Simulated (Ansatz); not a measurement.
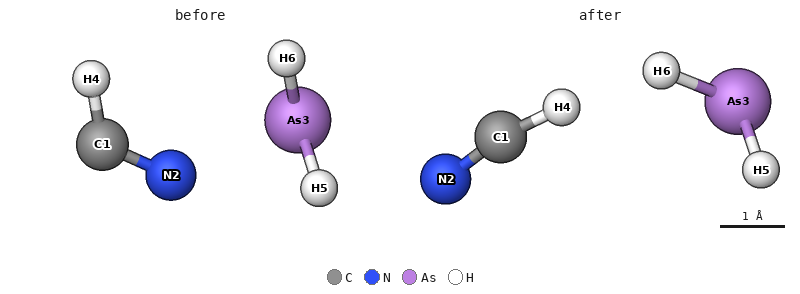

The structure of CH$_{3}$AsN (charge −1) before (left) and after (right) a relaxation, at one scale.

A ball-and-stick model, seen at a tilt.

The run prepares an end point of a later path (torsion) calculation, from a guessed geometry.

Method: RKS PBE/def2-SVP (Ansatz 0.2.0).

Input file:
```yaml
crystal:
  periodic: [false, false, false]
  atoms:
    - { symbol: C, position_ang: [-0.65925, -1.57834, -0.43376] }
    - { symbol: "N", position_ang: [-0.7542, -0.40882, -0.77315] }
    - { symbol: As, position_ang: [-0.16251, 1.40258, 0.30111] }
    - { symbol: H, position_ang: [-0.25702, -1.95627, 0.54487] }
    - { symbol: H, position_ang: [0.84515, 1.66188, -0.79985] }
    - { symbol: H, position_ang: [0.98783, 0.87897, 1.16077] }
total_charge: -1
basis:
  gaussian: { orbitals: def2-SVP }
hamiltonian:
  xc: pbe
relax:
  f_tol: 0.015
  max_steps: 40
output:
  orbitals: {}
```

Run as
```bash
ansatz run input.yaml --threads 1 --pin off --max-ram 2048MiB --backend cpu --events-out ev --progress --plain --runs-dir out
```

Summarise the run.

The relaxation stopped without meeting its thresholds, so the last structure isn't shown to be converged. It used up its limit of 40 steps. The atom that moves furthest after the best rigid fit is N2 (1.99 Å). By element the largest moves are N 1.99 Å, H 1.20 Å, As 0.73 Å, C 0.14 Å. Near-neighbour distances that change, for instance: N2–As3 2.188 → 4.807 Å, As3–H6 1.529 → 1.587 Å, As3–H5 1.515 → 1.560 Å, C1–N2 1.221 → 1.201 Å. Bond angles that change, for instance: N2–C1–H4 126.3° → 168.0°. After 31 accepted moves (39 points after the start) the energy has fallen by 28.9 kcal/mol. The largest force component goes from 1.7 to 1.8 eV/Å. The line search rejected the trial steps at points 5, 9, 11, 17, 19, 23, 28, 31 of the run. Cost: 69 s on 1 thread of Arm Neoverse V2, with other jobs on the host, peak memory 0.14 GiB.

Limits of the set-up: the basis has no diffuse functions, which an anion needs.
